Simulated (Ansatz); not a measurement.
# LuSe (Fm-3m): phonons and vibrational spectra

Aim: the vibrations of LuSe (Fm-3m), their spectra, and whether the structure is stable.

Main program and level: Ansatz 0.2.0; DFT PBEsol, scalar-relativistic, plane waves, PAW; PAW set soft_1.

**1. Starting point**

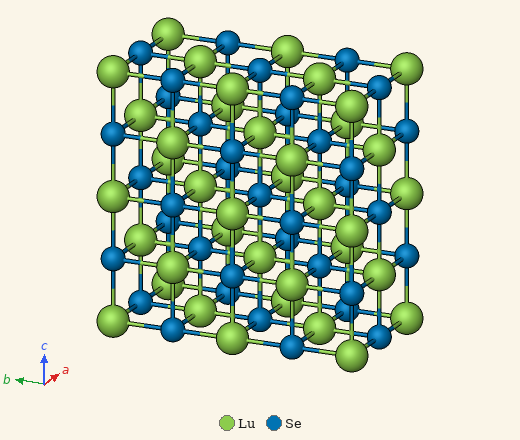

The starting structure, seen from a free direction (lutetium green, selenium blue). 1×2×2 cells are drawn. This picture shows the conventional cell, with its axes. Some periodic images of atoms are drawn too.

**2. Relaxation**

The cell and atoms are relaxed, since residual forces and stress would shift the frequencies.

input.yaml reads:

```yaml
crystal:
  lattice:
    - [0.0, 2.788, 2.788]
    - [2.788, 0.0, 2.788]
    - [2.788, 2.788, 0.0]
  atoms:
    - { symbol: Lu, position: [0.0, 0.0, 0.0] }
    - { symbol: Se, position: [0.5, 0.5, 0.5] }
kpoints:
  mp_grid: { grid: [14, 14, 14] }
hamiltonian:
  xc: pbesol
  pseudopotentials: { kind: paw, azcp: { folder: soft_1 }, xc_functional: pbe }
scf:
  occupations: { method: gaussian, width: 0.1 }
output:
  forces: true
  stress: true
  eigenvalues: true
relax:
  adjacent_minimum: "off"
  f_tol: 0.005
  max_steps: 80
  cell: { stress_tol: 0.05 }
```

Started as:

```
> ansatz run input.yaml --threads 4 --pin off --max-ram 10240MiB --backend cpu --events-out ev --progress --plain --runs-dir out
```

Numbers of over 12 decimals in the logs are rounded to 6 here.

The log of the run:

```text
Engine: ansatz 0.2.0, x86_64-unknown-linux-gnu
Pseudopotentials: kind: paw
Pseudopotential: Lu, paw, valence charge 25, recommended cutoff 420 eV (normal), soft_1/Lu.paw.azcp
Pseudopotential: Se, paw, valence charge 16, recommended cutoff 420 eV (normal), soft_1/Se.paw.azcp
Functional definition: PBEsol
  exchange = pbesol_x
  correlation = pbesol_c
Crystal: 2 atoms, lattice volume = 43.342 Å³
Basis set: ecut = 420 eV, 869 PW (Γ), exchange–correlation on 54×54×54 points (8 copies of the dense FFT grid, shifted against one another)
Bands: 25, of which v1, the nominal top of the filled ones, is band 21 counted from 1 (20 counted from 0)
Symmetry: 48 space group operations
Space group: Fm-3m (ITA 225), of the structure as read, at distance tolerance 3.5e-5 Å
k-points: 104 of 2744
Non-local potential: Lu, projectors of the file, l = 0: 3, l = 1: 2, l = 2: 2, l = 3: 3
Non-local potential: Se, projectors of the file, l = 0: 2, l = 1: 2, l = 2: 3, l = 3: 1
PAW form: soft (Blöchl's): semilocal exchange-correlation on the pseudo side does not see the compensation charge
PAW frozen core: Lu, regenerated for the run's functional, and the local potential with it (the file was generated under x = pbe(κ = 0.804, μ = 0.219515), c = pbe(β = 0.066725))
PAW frozen core: Se, regenerated for the run's functional, and the local potential with it (the file was generated under x = pbe(κ = 0.804, μ = 0.219515), c = pbe(β = 0.066725))
PAW one-centre angular grid: Lu, 590 points (default); XC on 64 Gauss nodes
PAW one-centre angular grid: Se, 590 points (default); XC on 64 Gauss nodes
Initial density: superposition of atomic densities (chi_scale 0.1, normalization cell, long waves kept (reshape's long-wave potential 0.00 eV rms))
Initial wavefunctions: pseudopotential atomic-orbital guess
Functional: x = pbesol(κ = 0.804, μ = 0.123457), c = pbesol(β = 0.046)
SCF iter   1: F=—  HF=-20041.835594 eV  |F-HF|=—  |Δ(HF+E_count)|=         —  Δρ=9.67e-2  dr2=6.21e0  ethr=3.10e-3  ⟨swp⟩=5.1  Hψ=12432  notcnv=0
preconditioner: auto → Kerker (q_TF=auto, 2.703 Å⁻¹)  [metal: Δε(μ)=0.025 eV  Ē_g=14.959 eV  σ=0.100 eV  W_gap=0.14  n_scr=14 (ndim 8)  ℏωp=30.4 eV  f_vac=0.000  D(μ)=1.32/eV (n_scr^D=14)]
SCF iter   2: F=—  HF=-20040.309849 eV  |F-HF|=—  |Δ(HF+E_count)|=    1.53e0  Δρ=4.50e-2  dr2=1.41e0  ethr=3.10e-3  ⟨swp⟩=4.7  Hψ=7867  notcnv=0  defer=32
SCF iter   3: F=—  HF=-20039.889289 eV  |F-HF|=—  |Δ(HF+E_count)|=   4.21e-1  Δρ=3.01e-2  dr2=4.84e-1  ethr=3.10e-3  ⟨swp⟩=3.8  Hψ=6538  notcnv=0  defer=32
SCF iter   4: F=—  HF=-20039.527262 eV  |F-HF|=—  |Δ(HF+E_count)|=   3.62e-1  Δρ=9.13e-3  dr2=2.25e-2  ethr=1.18e-3  ⟨swp⟩=3.8  Hψ=7507  notcnv=0  defer=32
SCF iter   5: F=—  HF=-20039.556820 eV  |F-HF|=—  |Δ(HF+E_count)|=   2.96e-2  Δρ=3.96e-3  dr2=3.21e-3  ethr=5.49e-5  ⟨swp⟩=3.0  Hψ=8056  notcnv=0  defer=32
SCF iter   6: F=—  HF=-20039.554398 eV  |F-HF|=—  |Δ(HF+E_count)|=   2.42e-3  Δρ=7.23e-4  dr2=1.72e-4  ethr=7.83e-6  ⟨swp⟩=3.0  Hψ=6868  notcnv=0  defer=32
SCF iter   7: F=—  HF=-20039.554767 eV  |F-HF|=—  |Δ(HF+E_count)|=   3.69e-4  Δρ=2.82e-4  dr2=3.26e-5  ethr=4.20e-7  ⟨swp⟩=3.1  Hψ=6694  notcnv=0  defer=32
SCF iter   8: F=—  HF=-20039.554783 eV  |F-HF|=—  |Δ(HF+E_count)|=   1.60e-5  Δρ=9.21e-5  dr2=5.37e-6  ethr=7.94e-8  ⟨swp⟩=2.5  Hψ=4857  notcnv=0  defer=32
SCF iter   9: F=—  HF=-20039.554782 eV  |F-HF|=—  |Δ(HF+E_count)|=   1.25e-6  Δρ=2.14e-5  dr2=2.51e-7  ethr=1.31e-8  ⟨swp⟩=2.4  Hψ=5056  notcnv=0  defer=32
SCF iter  10: F=-20039.554781 eV  HF=-20039.554781 eV  |F-HF|=8.08e-10  |Δ(HF+E_count)|=   1.54e-7  Δρ=3.70e-6  dr2=5.10e-9  ethr=2.44e-10  ⟨swp⟩=11.2  Hψ=19353  notcnv=0
SCF 1 converged in 10 iterations: F = -20039.554781 eV  dr2 = 5.10e-9
  greatest PAW one-centre occupation: 1.000 electrons in one spin orbital (limit 2), on the Se atom at site 1 (counted from 0), in its partial waves of l = 2
relax step   1: F+E_penalty+E_count = -20039.55478142 eV  Δ(F+E_penalty+E_count) = +0.000e0 eV  max|allowed force component| = 5.769e-30 eV/Å  Δτ_max = 0.0000 Å  P = -1.209 GPa  Ω = 43.342 Å³  (10 SCF iters, dr2 threshold 1.00e-7 eV, accepted)
Crystal: 2 atoms, lattice volume = 42.082 Å³
Initial density: handed on by an earlier stage of this run
Initial wavefunctions: those handed on with the density
iter 1 solved again at ethr=8.85e-6 eV; its pass at ethr=3.10e-3 eV (dr2=3.63e-3 eV) is discarded
SCF iter   1: F=—  HF=-20039.555469 eV  |F-HF|=—  |Δ(HF+E_count)|=         —  Δρ=2.15e-3  dr2=3.61e-3  ethr=8.85e-6  ⟨swp⟩=2.3  Hψ=17028  notcnv=0
preconditioner: auto → Kerker (q_TF=auto, 2.716 Å⁻¹)  [metal: Δε(μ)=0.049 eV  Ē_g=13.465 eV  σ=0.100 eV  W_gap=0.26  n_scr=14 (ndim 8)  ℏωp=30.8 eV  f_vac=0.000  D(μ)=1.09/eV (n_scr^D=8)]
SCF iter   2: F=—  HF=-20039.554545 eV  |F-HF|=—  |Δ(HF+E_count)|=   9.24e-4  Δρ=1.38e-3  dr2=1.50e-3  ethr=8.80e-6  ⟨swp⟩=1.9  Hψ=2834  notcnv=0
SCF iter   3: F=—  HF=-20039.554031 eV  |F-HF|=—  |Δ(HF+E_count)|=   5.14e-4  Δρ=3.22e-4  dr2=4.34e-5  ethr=3.66e-6  ⟨swp⟩=2.6  Hψ=5070  notcnv=0
SCF iter   4: F=—  HF=-20039.554029 eV  |F-HF|=—  |Δ(HF+E_count)|=   1.78e-6  Δρ=3.37e-4  dr2=3.20e-5  ethr=1.06e-7  ⟨swp⟩=3.0  Hψ=6299  notcnv=0
SCF iter   5: F=—  HF=-20039.554023 eV  |F-HF|=—  |Δ(HF+E_count)|=   6.67e-6  Δρ=9.03e-5  dr2=5.02e-6  ethr=7.81e-8  ⟨swp⟩=3.1  Hψ=4870  notcnv=0
SCF iter   6: F=—  HF=-20039.554020 eV  |F-HF|=—  |Δ(HF+E_count)|=   2.59e-6  Δρ=4.01e-5  dr2=1.14e-6  ethr=1.23e-8  ⟨swp⟩=2.4  Hψ=4830  notcnv=0
SCF iter   7: F=-20039.554020 eV  HF=-20039.554020 eV  |F-HF|=4.64e-8  |Δ(HF+E_count)|=   3.14e-7  Δρ=1.50e-5  dr2=1.48e-7  ethr=4.88e-10  ⟨swp⟩=7.5  Hψ=18776  notcnv=0
SCF 2 converged in 7 iterations: F = -20039.554020 eV  dr2 = 1.48e-7
relax step   2: F+E_penalty+E_count = -20039.55401962 eV  Δ(F+E_penalty+E_count) = +7.618e-4 eV  max|allowed force component| = 2.892e-30 eV/Å  Δτ_max = 0.0000 Å  P = +1.569 GPa  Ω = 42.082 Å³  energy of the carried Pulay correction = +3.637e-4 eV  (7 SCF iters, dr2 threshold 2.00e-7 eV, rejected (line search))
Crystal: 2 atoms, lattice volume = 42.784 Å³
iter 1 solved again at ethr=2.58e-6 eV; its pass at ethr=3.10e-3 eV (dr2=1.06e-3 eV) is discarded
SCF iter   1: F=—  HF=-20039.557600 eV  |F-HF|=—  |Δ(HF+E_count)|=         —  Δρ=1.21e-3  dr2=1.16e-3  ethr=2.58e-6  ⟨swp⟩=3.2  Hψ=17728  notcnv=0
preconditioner: auto → Kerker (q_TF=auto, 2.709 Å⁻¹)  [metal: Δε(μ)=0.042 eV  Ē_g=13.399 eV  σ=0.100 eV  W_gap=0.23  n_scr=14 (ndim 8)  ℏωp=30.6 eV  f_vac=0.000  D(μ)=1.12/eV (n_scr^D=8)]
SCF iter   2: F=—  HF=-20039.557305 eV  |F-HF|=—  |Δ(HF+E_count)|=   2.95e-4  Δρ=7.44e-4  dr2=4.43e-4  ethr=2.58e-6  ⟨swp⟩=2.0  Hψ=3171  notcnv=0
SCF iter   3: F=—  HF=-20039.557136 eV  |F-HF|=—  |Δ(HF+E_count)|=   1.68e-4  Δρ=1.52e-4  dr2=1.09e-5  ethr=1.08e-6  ⟨swp⟩=2.5  Hψ=4900  notcnv=0
SCF iter   4: F=—  HF=-20039.557131 eV  |F-HF|=—  |Δ(HF+E_count)|=   5.74e-6  Δρ=1.64e-4  dr2=7.28e-6  ethr=2.65e-8  ⟨swp⟩=3.2  Hψ=6764  notcnv=0
SCF iter   5: F=—  HF=-20039.557130 eV  |F-HF|=—  |Δ(HF+E_count)|=   5.66e-7  Δρ=5.63e-5  dr2=1.54e-6  ethr=1.78e-8  ⟨swp⟩=3.4  Hψ=4866  notcnv=0
SCF iter   6: F=—  HF=-20039.557130 eV  |F-HF|=—  |Δ(HF+E_count)|=   2.36e-7  Δρ=2.18e-5  dr2=3.11e-7  ethr=3.75e-9  ⟨swp⟩=2.2  Hψ=4986  notcnv=0
SCF iter   7: F=—  HF=-20039.557130 eV  |F-HF|=—  |Δ(HF+E_count)|=   7.50e-8  Δρ=9.37e-6  dr2=5.87e-8  ethr=7.58e-10  ⟨swp⟩=2.1  Hψ=4515  notcnv=0
SCF iter   8: F=—  HF=-20039.557130 eV  |F-HF|=—  |Δ(HF+E_count)|=   9.15e-9  Δρ=2.46e-6  dr2=2.74e-9  ethr=1.43e-10  ⟨swp⟩=2.1  Hψ=4436  notcnv=0
SCF iter   9: F=—  HF=-20039.557130 eV  |F-HF|=—  |Δ(HF+E_count)|=  1.42e-10  Δρ=5.63e-7  dr2=1.39e-10  ethr=6.68e-12  ⟨swp⟩=2.9  Hψ=5835  notcnv=0
SCF iter  10: F=-20039.557130 eV  HF=-20039.557130 eV  |F-HF|=3.64e-12  |Δ(HF+E_count)|=  3.64e-12  Δρ=1.52e-7  dr2=9.76e-12  ethr=1.00e-12  ⟨swp⟩=9.0  Hψ=19050  notcnv=0
SCF 3 converged in 10 iterations: F = -20039.557130 eV  dr2 = 9.76e-12
relax step   3: F+E_penalty+E_count = -20039.55712985 eV  Δ(F+E_penalty+E_count) = -2.348e-3 eV  max|allowed force component| = 2.219e-30 eV/Å  Δτ_max = 0.0000 Å  P = -0.034 GPa  Ω = 42.784 Å³  energy of the carried Pulay correction = +1.596e-4 eV  (10 SCF iters, accepted)
Initial wavefunctions: pseudopotential atomic-orbital guess (no wavefunctions were taken with the density)
iter 1 solved again at ethr=3.65e-8 eV; its pass at ethr=3.10e-3 eV (dr2=1.50e-5 eV) is discarded
SCF iter   1: F=—  HF=-20039.556970 eV  |F-HF|=—  |Δ(HF+E_count)|=         —  Δρ=1.34e-5  dr2=1.39e-8  ethr=3.65e-8  ⟨swp⟩=6.0  Hψ=25344  notcnv=0
preconditioner: auto → Kerker (q_TF=auto, 2.709 Å⁻¹)  [metal: Δε(μ)=0.042 eV  Ē_g=13.409 eV  σ=0.100 eV  W_gap=0.23  n_scr=14 (ndim 8)  ℏωp=30.6 eV  f_vac=0.000  D(μ)=1.12/eV (n_scr^D=8)]
SCF iter   2: F=—  HF=-20039.556970 eV  |F-HF|=—  |Δ(HF+E_count)|=   1.82e-7  Δρ=1.07e-5  dr2=2.39e-8  ethr=3.39e-11  ⟨swp⟩=4.0  Hψ=8081  notcnv=0
SCF iter   3: F=—  HF=-20039.556970 eV  |F-HF|=—  |Δ(HF+E_count)|=   3.90e-9  Δρ=5.21e-6  dr2=3.36e-9  ethr=3.39e-11  ⟨swp⟩=3.0  Hψ=5428  notcnv=0
SCF iter   4: F=—  HF=-20039.556970 eV  |F-HF|=—  |Δ(HF+E_count)|=  3.82e-10  Δρ=2.25e-6  dr2=7.34e-10  ethr=8.20e-12  ⟨swp⟩=2.4  Hψ=4744  notcnv=0
SCF iter   5: F=—  HF=-20039.556970 eV  |F-HF|=—  |Δ(HF+E_count)|=  6.55e-11  Δρ=6.32e-7  dr2=5.89e-11  ethr=1.79e-12  ⟨swp⟩=2.1  Hψ=4781  notcnv=0
SCF iter   6: F=-20039.556970 eV  HF=-20039.556970 eV  |F-HF|=0.00e0  |Δ(HF+E_count)|=  5.09e-11  Δρ=1.32e-7  dr2=2.71e-12  ethr=1.00e-12  ⟨swp⟩=9.8  Hψ=19589  notcnv=0
SCF 4 converged in 6 iterations: F = -20039.556970 eV  dr2 = 2.71e-12
relax step   4: F+E_penalty+E_count = -20039.55697046 eV  Δ(F+E_penalty+E_count) = +1.594e-4 eV  max|allowed force component| = 1.367e-29 eV/Å  Δτ_max = 0.0000 Å  P = -0.035 GPa  Ω = 42.784 Å³  stress off target by 3.46e-2 GPa  SCF on the basis re-selected at this cell (its energy is not comparable with the rows above)  (6 SCF iters)
basis re-selected at this cell: Δ(F+E_penalty+E_count) = +1.594e-4 eV, ΔP = -0.001 GPa vs the last step (what re-selecting the basis moved, of the pressure what is left beyond the Pulay correction that the steps carried, after the strain that the cell walked since its last selection, with what the two solves' SCF thresholds leave and, on support functions, any second-order correction that the steps lacked; it is no m [...]
SCF converged after 6 iterations
Free energy (F): -20039.556970 eV
Harris-Foulkes:  -20039.556970 eV  (|F-HF|=0.00e0)
Internal energy: -20039.551394 eV  (E = F + TS)
E sigma→0 (E₀):  -20039.554182 eV
Entropy (-TS):   -0.005576 eV (-2.788 meV/atom)
Fermi energy:    16.035803 eV
--- Per-component energies (eV) ---
  E_band       = -266.542242
  E_kinetic    = 535.682864
  E_local      = -8845.744007  (includes V_loc(G=0)·N_el)
  E_nonlocal   = 331.561307
  E_hartree    = 3986.273377
  E_xc         = -294.049281
  E_vxc        = -346.681127  (∫ρ·V_xc dr)
  E_paw        = -9386.807905  (= ΣΔE_a)
  E_vpaw       = 86.092367  (= ΣTr[D̂ρ^β])
  E_aug_tail   = -0.000392  (compensation charges beyond the density's cutoff)
  E_ewald      = -6368.667694
  E_core_change = 2.200336  (= ΣΔE_core)
  E_smearing   = -0.005576  (= −TS)
  E_closure    = 0.000000  (closes the sum)
  Σ components = -20039.556970   (vs F -20039.556970, Δ=0.00e0)
--- Forces (eV/Å), atoms counted from 1 ---
  atom   1  Lu     0.00000000    -0.00000000    -0.00000000
  atom   2  Se    -0.00000000     0.00000000     0.00000000
  max |Σ_I F_I| component: 1.26e-29 eV/Å
--- Stress (GPa, compression-positive) ---
       -0.034607      -0.000000      -0.000000
       -0.000000      -0.034607       0.000000
       -0.000000       0.000000      -0.034607
  P = ⅓ Tr σ = -0.0346 GPa (-0.346 kbar)
--- Band table (eV; the first three rows and the last of 104) ---
  k-point 0: bands = [... 17 lower, 13.1338, 13.1338, 13.1338, 15.7953, 15.7953, 15.7953, 16.3766, 16.7281]
  k-point 1: bands = [... 17 lower, 12.6625, 12.9288, 12.9288, 15.8704, 15.9151, 15.9151, 16.8318, 17.0069]
  k-point 2: bands = [... 17 lower, 11.7431, 12.4715, 12.4715, 15.9371, 16.2126, 16.2126, 17.7388, 17.7388]
  k-point 103: bands = [... 17 lower, 10.3341, 10.5905, 10.6684, 16.3934, 17.6972, 17.7601, 19.6400, 19.8921]
--- Relaxed structure (3 steps of the walk, 2 accepted, 1 SCFs on fresh bases) ---
  F+E_penalty+E_count = -20039.55697046 eV   max|allowed force component| = 1.367e-29 eV/Å   (the final SCF, on the basis selected at the relaxed cell)
  cell:  # Å, volume = 42.7841 Å³
    - [0, 2.775988, 2.775988]
    - [2.775988, 0, 2.775988]
    - [2.775988, 2.775988, 0]
  atoms:
    - { symbol: Lu, position: [0, 0, 0] }
    - { symbol: Se, position: [0.5, 0.5, 0.5] }
```

Elapsed: 6.2 s, on 4 threads of Intel Xeon 6975P-C (Granite Rapids), shared host; peak memory 0.49 GiB.

Step by step:

```
step  energy less that of the first step (eV)  largest force component (eV/Å)  pressure (GPa)  volume (Å³)
   1                                   0.0000                          0.0000           -1.21        43.34
   2                                   0.0008                          0.0000            1.57        42.08
   3                                  -0.0023                          0.0000           -0.03        42.78
  4*                                  -0.0022                          0.0000           -0.03        42.78
```

Relaxation steps marked * repeat the geometry before them on a plane-wave basis chosen anew for their cell, so energy and pressure can jump there. Relaxation step 2 was tried and not accepted.

The run keeps the 48 symmetry operations that it works with, so distortions that break them were not tested.

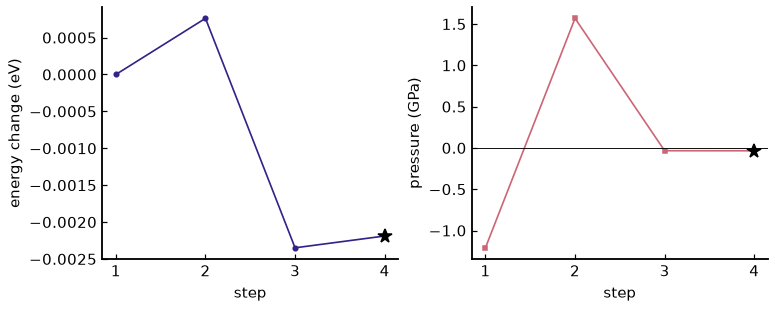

Energy and pressure along the relaxation. Stars mark steps on a basis chosen anew.

```
conventional cell, symmetrised  before  after  change
                         a (Å)   5.576  5.552  -0.4 %
                         b (Å)   5.576  5.552  -0.4 %
                         c (Å)   5.576  5.552  -0.4 %
              volume (Å³/atom)   21.67  21.39  -1.3 %
```

Final coordinates:

```xyz
2
Lattice="0.0000 2.7760 2.7760 2.7760 0.0000 2.7760 2.7760 2.7760 0.0000" Properties=species:S:1:pos:R:3 pbc="T T T"
Lu    0.0000    0.0000    0.0000
Se    2.7760    2.7760    2.7760
```

Numbers from this step:

```
pressure          : -0.03461 GPa
volume per atom   : 21.39 Å³
gap on the k-mesh : 0 eV
```

In this step the volume went from 21.67 to 21.39 Å³/atom.

**3. Relaxing to small forces for the phonons**

Phonons need a cell at rest on their own settings, so the relaxation is repeated with tight tolerances on forces and stress, using the mesh and the filling of the phonon run that follows.

input.yaml, the sections that differ from step 2:

```yaml
crystal:
  lattice:
    - [0.0, 2.7759878272, 2.7759878272]
    - [2.7759878272, 0.0, 2.7759878272]
    - [2.7759878272, 2.7759878272, 0.0]
  atoms:
    - { symbol: Lu, position: [0.0, 0.0, 0.0] }
    - { symbol: Se, position: [0.5, 0.5, 0.5] }
kpoints:
  mp_grid: { grid: [16, 16, 16] }
scf:
  occupations: { method: methfessel_paxton, width: 0.2 }
relax:
  adjacent_minimum: "off"
  f_tol: 0.001
  max_steps: 60
  cell: { stress_tol: 0.01 }
# hamiltonian, output: as in step 2
```

The log of the run:

```text
[...]
Crystal: 2 atoms, lattice volume = 42.784 Å³
Basis set: ecut = 420 eV, 869 PW (Γ), exchange–correlation on 54×54×54 points (8 copies of the dense FFT grid, shifted against one another)
Bands: 25, of which v1, the nominal top of the filled ones, is band 21 counted from 1 (20 counted from 0)
Symmetry: 48 space group operations
[...]
k-points: 145 of 4096
[...]
k-point 144: bands = [... 17 lower, 10.4960, 10.4960, 10.5495, 17.0586, 17.0586, 17.7846, 19.6572, 19.9062, ... 4 higher]
--- Relaxed structure (3 steps of the walk, 2 accepted, 1 SCFs on fresh bases) ---
[...]
cell:  # Å, volume = 42.7586 Å³
    - [0, 2.775435, 2.775435]
    - [2.775435, 0, 2.775435]
    - [2.775435, 2.775435, 0]
  atoms:
    - { symbol: Lu, position: [0, 0, 0] }
    - { symbol: Se, position: [0.5, 0.5, 0.5] }
[key lines of the parts left out:]
SCF converged after 4 iterations
Free energy (F): -20039.555328 eV
Fermi energy:    16.060582 eV
P = ⅓ Tr σ = -0.0001 GPa (-0.001 kbar)
```

Wall time 7 s (4 threads); peak memory 0.53 GiB.

Little changed from the start: no atom moved by 0.005 Å and no cell edge by 0.1 %.

This step gave:

```
pressure        : -1.15e-4 GPa
volume per atom : 21.38 Å³
```

The forces vanish by symmetry and the pressure is 0.000 GPa, within the tolerances set. The cell now holds 21.38 Å³/atom.

(Part 1 of 2 ends here.)

[Logs are printed without paths, hosts, clocks, repeated set-up lines and the standing remarks that a program may print on its own settings, such as how far it seeks lower states.]

[Hosts, paths, dates, database ids (printed as entryN), source tags and the programs' standing remarks are cut or masked in the printed files.]
